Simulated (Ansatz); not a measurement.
# A hypothetical structure for Cd3Mo, part 2 of 2

This structure for Cd3Mo is made up. Its elements were placed in a known structure type with a cell scaled to their sizes. What cell does the guess relax to, and how far off was it?

Ansatz 0.2.0; DFT, PBE, plane-wave PAW, files of the set soft_1, scalar-relativistic, no spin, cell and ions relaxed at zero pressure; PAW set soft_1 (the session's first sound run).

So far: The starting structure; Relaxing cell and atoms. The relaxed cell has a = 4.179, c = 8.954 Å (conventional setting).

## 3. Electronic structure of the relaxed cell

With the geometry fixed, one more self-consistent run, with a narrower smearing and the mesh shown in its input, gives the bands, and its pressure, and its forces where symmetry allows any, show how far the geometry depends on these settings.

This step: DFT, PBE, plane-wave PAW, files of the set soft_1, scalar-relativistic, no spin, bands and density of states at the relaxed cell; PAW set soft_1 (Ansatz 0.2.0).

Input file input.yaml:

```yaml
crystal:
  lattice:
    - [-2.0894130717, 2.0894130717, 4.4769468056]
    - [2.0894130717, -2.0894130717, 4.4769468056]
    - [2.0894130717, 2.0894130717, -4.4769468056]
  atoms:
    - { symbol: Cd, position: [0.5, 0.5, 0.0] }
    - { symbol: Cd, position: [0.25, 0.75, 0.5] }
    - { symbol: Cd, position: [0.75, 0.25, 0.5] }
    - { symbol: Mo, position: [0.0, 0.0, 0.0] }
kpoints:
  mp_grid: { grid: [10, 10, 10] }
  band_path:
    path:
      - [[0.0, 0.0, 0.0], [0.0, 0.0, 0.5], [-0.10890674, 0.10890674, 0.5], [-0.30445337, 0.30445337, 0.30445337], [0.0, 0.0, 0.0], [0.5, 0.5, -0.5], [0.30445337, 0.69554663, -0.30445337], [0.0, 0.5, 0.0], [0.25, 0.25, 0.25], [0.5, 0.5, -0.10890674], [0.5, 0.5, -0.5]]
      - [[0.0, 0.0, 0.5], [0.25, 0.25, 0.25]]
    npoints: 7
scf:
  occupations: { method: fermi_dirac, width: 0.03 }
  n_extra_bands: 8
hamiltonian:
  xc: pbe
  pseudopotentials: { kind: paw, azcp: { folder: soft_1 } }
output:
  forces: true
  stress: true
  write_bands: true
  dos: { projected: true }
  write_density: true
  write_potential: true
  elf: true
  volumetric_format: npy
```

The run is started by

```bash
ansatz run input.yaml --threads 4 --pin off --max-ram 8192MiB --backend cpu --events-out ev --progress --plain --runs-dir out
```

Numbers of over 12 decimals in the logs are rounded to 6 here.

Output:

```text
[...]
Crystal: 4 atoms, lattice volume = 78.179 Å³
Basis set: ecut = 420 eV, 1515 PW (Γ), exchange–correlation on 72×72×72 points (8 copies of the dense FFT grid, shifted against one another)
Bands: 45, of which v1, the nominal top of the filled ones, is band 37 counted from 1 (36 counted from 0)
Symmetry: 16 space group operations
[...]
k-points: 102 of 1000
[...]
SCF iter   1: F=—  HF=-29719.461121 eV  |F-HF|=—  |Δ(HF+E_count)|=         —  Δρ=8.67e-2  dr2=1.16e1  ethr=3.10e-3  ⟨swp⟩=5.3  Hψ=15320  notcnv=0
[...]
SCF iter   9: F=-29717.570718 eV  HF=-29717.570718 eV  |F-HF|=5.40e-8  |Δ(HF+E_count)|=   1.05e-7  Δρ=7.11e-6  dr2=7.45e-8  ethr=1.35e-10  ⟨swp⟩=13.4  Hψ=28564  notcnv=0
SCF 1 converged in 9 iterations: F = -29717.570718 eV  dr2 = 7.45e-8
[...]
NSCF: frozen V_eff on 79 k-points
SCF converged after 9 iterations
Free energy (F): -29717.570718 eV
[...]
Internal energy: -29717.560065 eV  (E = F + TS)
E sigma→0 (E₀):  -29717.565392 eV
Entropy (-TS):   -0.010653 eV (-2.663 meV/atom)
Fermi energy:    16.021657 eV
[...]
--- Stress (GPa, compression-positive) ---
       -0.016587      -0.000000       0.000000
       -0.000000      -0.016587      -0.000000
        0.000000      -0.000000      -0.074385
  P = ⅓ Tr σ = -0.0359 GPa (-0.359 kbar)
--- Band table (eV; the first three rows and the last of 102) ---
  k-point 0: bands = [... 33 lower, 14.9865, 15.2179, 15.2179, 15.5474, 16.5953, 19.4823, 20.0719, 20.0719, ... 4 higher]
  k-point 1: bands = [... 33 lower, 14.7228, 14.9120, 14.9461, 16.1765, 16.3577, 19.2167, 19.5016, 19.5364, ... 4 higher]
  k-point 2: bands = [... 33 lower, 14.4174, 14.7659, 14.9680, 15.2730, 17.1473, 18.5371, 18.7884, 19.0696, ... 4 higher]
  k-point 101: bands = [... 33 lower, 14.9582, 16.0160, 16.3339, 16.3339, 16.5139, 16.5139, 16.5436, 21.2128, ... 4 higher]
```

Run time: 9.3 s. Hardware: 4 threads of Arm Neoverse V1, shared host; peak memory 0.58 GiB.

Numbers from this step:

```
free energy             : -29717.5707 eV
energy at zero smearing : -29717.5654 eV
smearing term TS        : 0.01065 eV
pressure                : -0.03585 GPa
```

From bands.tsv, the bands that come nearest the Fermi level along the path, at its corners, in eV from the Fermi level:

| point | band 34 | band 35 | band 36 | band 37 | band 38 | band 39 | band 40 | band 41 |
| --- | --- | --- | --- | --- | --- | --- | --- | --- |
| Γ | -1.04 | -0.80 | -0.80 | -0.47 | 0.57 | 3.46 | 4.05 | 4.05 |
| X | -2.40 | -1.83 | -1.21 | -0.89 | -0.73 | 0.60 | 1.47 | 3.11 |
| Y | -2.89 | -2.11 | -0.65 | -0.61 | -0.57 | 0.62 | 1.62 | 3.46 |
| S | -4.07 | -0.96 | -0.33 | 0.07 | 0.09 | 0.50 | 3.59 | 4.17 |
| Γ | -1.04 | -0.80 | -0.80 | -0.47 | 0.57 | 3.46 | 4.05 | 4.05 |
| Z | -1.06 | -0.01 | 0.31 | 0.31 | 0.49 | 0.49 | 0.52 | 5.19 |
| S1 | -4.07 | -0.96 | -0.33 | 0.07 | 0.09 | 0.50 | 3.59 | 4.17 |
| N | -2.41 | -1.05 | -0.52 | -0.26 | 0.00 | 0.57 | 2.86 | 4.94 |
| P | -2.75 | -2.72 | -0.91 | -0.91 | 0.40 | 0.60 | 1.21 | 3.78 |
| Y1 | -2.89 | -2.11 | -0.65 | -0.61 | -0.57 | 0.62 | 1.62 | 3.46 |
| Z | -1.06 | -0.01 | 0.31 | 0.31 | 0.49 | 0.49 | 0.52 | 5.19 |
| X | -2.40 | -1.83 | -1.21 | -0.89 | -0.73 | 0.60 | 1.47 | 3.11 |
| P | -2.75 | -2.72 | -0.91 | -0.91 | 0.40 | 0.60 | 1.21 | 3.78 |

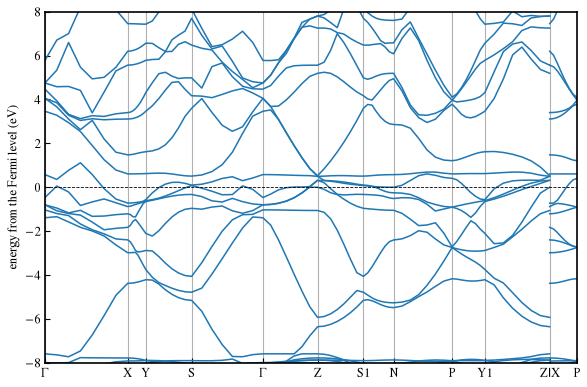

Bands along the path. 27 bands lie wholly below the window drawn.

Counts of states for the cell as run, both spins, by energy window (eV from the Fermi level):

| from | to | total |
| --- | --- | --- |
| -8 | -7 | 3.78 |
| -7 | -6 | 0.59 |
| -6 | -5 | 0.78 |
| -5 | -4 | 1.04 |
| -4 | -3 | 1.00 |
| -3 | -2 | 1.63 |
| -2 | -1 | 2.30 |
| -1 | 0 | 4.25 |
| 0 | 1 | 3.23 |
| 1 | 2 | 1.25 |
| 2 | 3 | 1.24 |
| 3 | 4 | 2.12 |
| 4 | 5 | 1.75 |

Below -8 eV lie 58.7 more states.

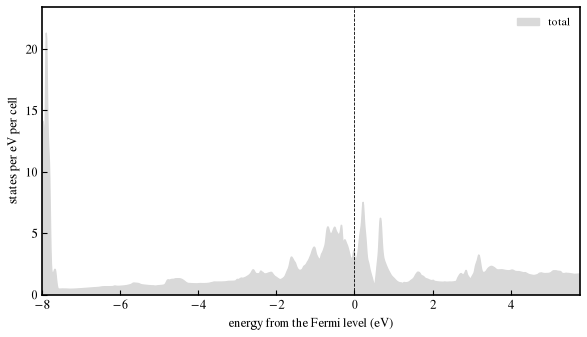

Total density of states, smoothed over about 0.04 eV.

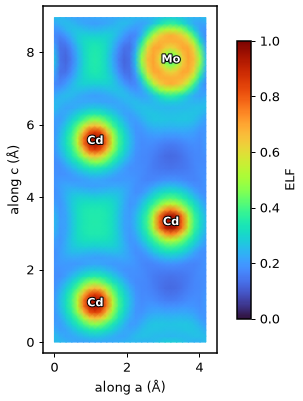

ELF in the ac plane of the conventional cell at fractional y = 0.000, with atoms of Cd and Mo within 0.2 Å of it. It is the smooth field of the valence electrons, not physical close to the nuclei. The map starts off the cell's origin, so that atoms lie inside it.

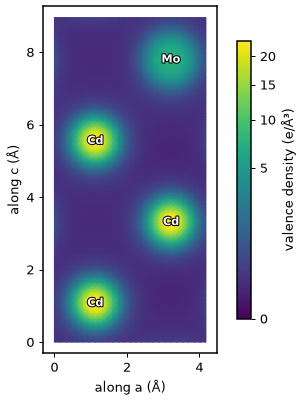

Valence density in the ac plane of the conventional cell at fractional y = 0.000, with atoms of Cd and Mo within 0.2 Å of it. It is the smooth field of the valence electrons, not physical close to the nuclei. The map starts off the cell's origin, so that atoms lie inside it. The colour scale is stretched toward low values.

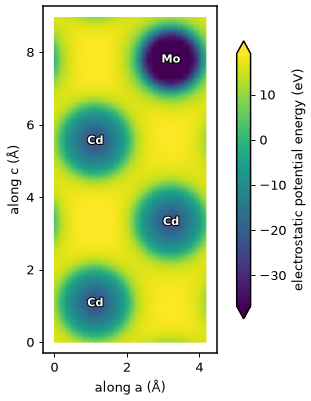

Electrostatic potential energy in the ac plane of the conventional cell at fractional y = 0.000, with atoms of Cd and Mo within 0.2 Å of it. With pseudopotentials it is smooth inside the atoms' cores, unlike the true potential. The map starts off the cell's origin, so that atoms lie inside it.

## 4. What came out

| Item | Value |
| --- | --- |
| space group, relaxed | I4/mmm |
| conventional cell | a = 4.179, b = 4.179, c = 8.954 Å; α = 90.0°, β = 90.0°, γ = 90.0° |
| volume per atom | 19.54 Å³ (guess 19.74) |

What this shows: Cd3Mo relaxes to I4/mmm with a = 4.179, b = 4.179 and c = 8.954 Å. The guessed volume was near the relaxed one. The space group I4/mmm was held in the relaxation, so the end point is a stationary structure within it and may be a saddle against distortions or other arrangements. Bands cross the Fermi level, so it is a metal or semimetal at this level. On the 10×10×10 mesh with the narrower smearing (relaxed on 9×9×9) the forces vanish, as symmetry may demand, and the largest stress component is 0.074 GPa, against the relaxation's thresholds of 0.015 eV/Å and 0.05 GPa. The cutoff wasn't tested. No dispersion term is used, so weakly bound directions may come out too long. The runs have no spin, and magnetism wasn't tested. Nothing here tests whether the compound is stable against decomposition.

[Logs are printed without paths, hosts, clocks, repeated set-up lines and the standing remarks that a program may print on its own settings, such as how far it seeks lower states.]

[Hosts, paths, dates, database ids (printed as entryN), source tags and the programs' standing remarks are cut or masked in the printed files.]
